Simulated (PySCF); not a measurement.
**C₆H₁₀OSi: density, localisation and related maps**

The calculation's input:

```
{"job": {"kind": "uv", "xc": "CAM-B3LYP", "basis": "def2-SVPD", "nstates": 8, "ntriplets": 3}, "charge": 0, "multiplicity": 1}
C      3.007095     1.302768     0.227204
C      1.821641     0.487508     0.391015
C      0.840293    -0.185813     0.545156
C     -0.336424    -0.992318     0.692933
Si    -0.918053    -2.105281    -0.764727
O     -2.238245    -1.138003    -0.561054
C     -1.691326    -0.283707     0.462006
C     -1.599391     1.143170    -0.033509
H      3.643818     0.889550    -0.555462
H      2.724477     2.318831    -0.049098
H      3.571136     1.336473     1.159548
H     -0.312331    -1.501284     1.658137
H     -1.196265    -3.497316    -0.436792
H     -0.243600    -1.896858    -2.038862
H     -2.352656    -0.339815     1.332462
H     -1.200147     1.782075     0.750108
H     -2.587099     1.496693    -0.319414
H     -0.941684     1.189645    -0.897968
```

Run with:

```sh
OMP_NUM_THREADS=1 python probes_run.py task.json out
```

Geometry: GFN2-xTB.

Theory: CAM-B3LYP/def2-SVPD, SCF density, gas phase (PySCF).

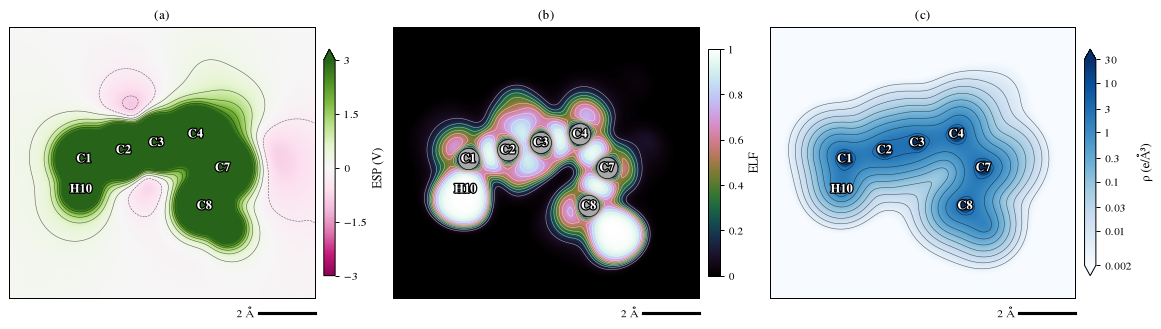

Figure 1. (a) molecular electrostatic potential; (b) ELF; (c) electron density on the plane of atoms C3, C4 and C7. Grey discs cover the atomic cores in the ELF map.

### What do the fields say about this system?

The plane passes through C and H nuclei. C–C (1.20 Å): the density is about 2.7 e/Å³ at the midpoint; the ELF peaks at about 0.85 between the atoms: a multiple bond. C–H (1.09 Å): ρ at the midpoint is about 2 e/Å³; the ELF climbs to about 1 towards the hydrogen, as it does in any bond to H; a covalent bond by its length. Outside the dense part of the molecule the potential is most negative (−0.9 V) near C2.

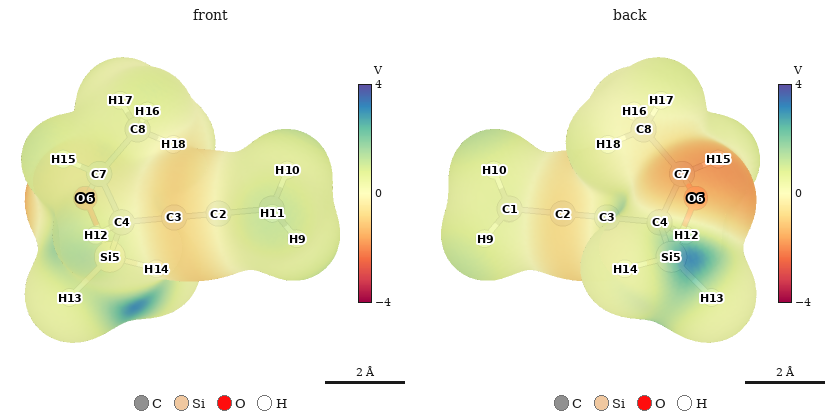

Figure 2. The molecular electrostatic potential painted on the density surface at 0.004 e/bohr³, seen from the front and from behind; red is negative and blue positive.

### Describe the electrostatic potential map.

The most negative region (about −1.9 V) lies over O6, the most positive (about +3.0 V) over Si5. O6 is the likeliest acceptor of a hydrogen bond.

### How polar is the molecule by this calculation?

Its dipole moment is 1.52 D.
